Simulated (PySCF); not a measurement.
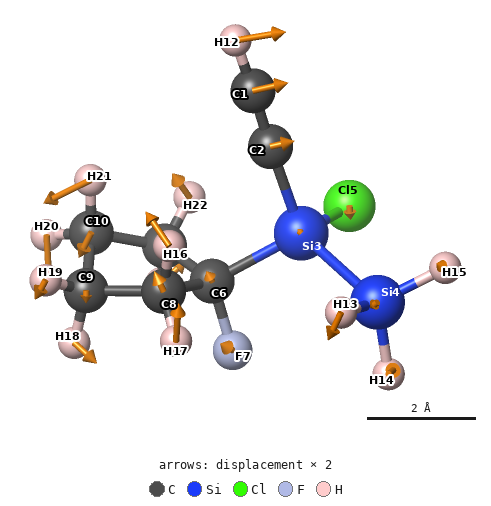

A relaxation of C₇H₁₂ClFSi₂. The starting structure is drawn; orange arrows show the displacements, 2 times their true length. The two geometries are superimposed by the best rigid fit.

Style: ball-and-stick. Shown at a tilt.

The start comes from GFN2-xTB. Its atoms were then displaced at random by about 0.01 Å.

All numbers below come from PBE0-D3(BJ)/def2-SVP geometry optimisation, gas phase (PySCF). 

Q: Which element moves most?

A: Hydrogen: up to 0.55 Å, against 0.35 Å for carbon.

Q: What happened in the run?

A: After 20 geometry steps the energy has fallen by 5.33 kcal/mol. An H atom moves most after the best rigid fit: 0.55 Å. By element the largest moves are H 0.55 Å, C 0.35 Å, F 0.19 Å, Cl 0.14 Å, Si 0.11 Å. Some distances before and after: H–Si 1.425 → 1.493 Å, C–Si 1.865 → 1.831 Å, Cl–Si 2.044 → 2.078 Å, H–Si 1.462 → 1.496 Å. Bond angles that change, for instance: C–Si–C 102.9° → 108.5°, Si–Si–Cl 111.9° → 108.3°, C–C–H 176.5° → 179.3°. The run took 8.5 min on 2 threads of Intel(R) Xeon(R) Platinum 8488C (shared host).
